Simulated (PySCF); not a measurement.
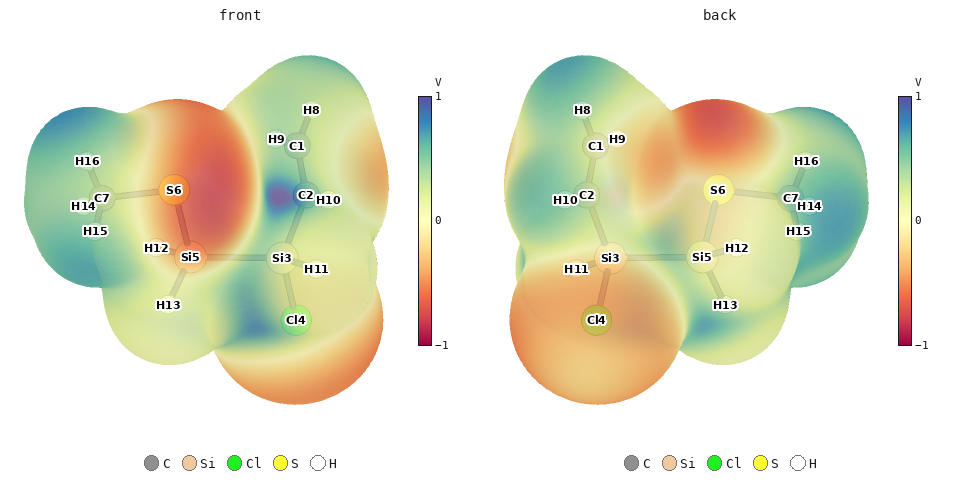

The picture shows: C$_{3}$H$_{9}$ClSSi$_{2}$. The molecular electrostatic potential painted on the density surface at 0.001 e/bohr³, seen from the front and from behind; red is negative and blue positive.

Geometry: GFN2-xTB.

Method: PBE0/pcSseg-1, SCF density, gas phase, non-relativistic (PySCF).

```xyz
16

C    -2.3802    1.3632    0.4250
C    -2.5551    0.0880    0.7426
Si   -1.4832   -1.3105    0.0732
Cl   -1.9962   -2.9860    1.1152
Si    0.7575   -0.9564    0.4933
S     1.3052    0.8477   -0.5373
C     3.0787    0.8929   -0.1487
H    -2.9964    2.1509    0.8281
H    -1.6031    1.6724   -0.2543
H    -3.3471   -0.1777    1.4321
H    -1.8494   -1.5907   -1.3215
H     1.1342   -0.7165    1.8940
H     1.6742   -2.0003    0.0195
H     3.2304    0.6807    0.9039
H     3.5926    0.1589   -0.7612
H     3.4302    1.8922   -0.3804
```

Where is the surface potential most negative and most positive?

Answer. The most negative region (about −0.8 V) lies over S6, the most positive (about +0.8 V) over Si3 and H16.

What dipole moment does the calculation give?

Answer. Its dipole moment is 1.68 D.
